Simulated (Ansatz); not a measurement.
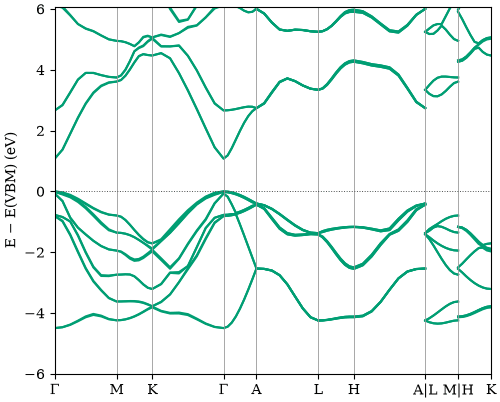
Figure. Band structure from the program Ansatz at the PBEsol with spin–orbit coupling level (PAW)

Q: Read off the gap and where the band edges lie.

A: About 1.1 eV (1.08 eV by a search for the band edges); maximum at Γ, minimum at Γ.

The material is CdS (wurtzite, P6_3mc).

The cell was relaxed with PBEsol under the symmetry of its start.

Potentials: the later of the program's two PAW sets.
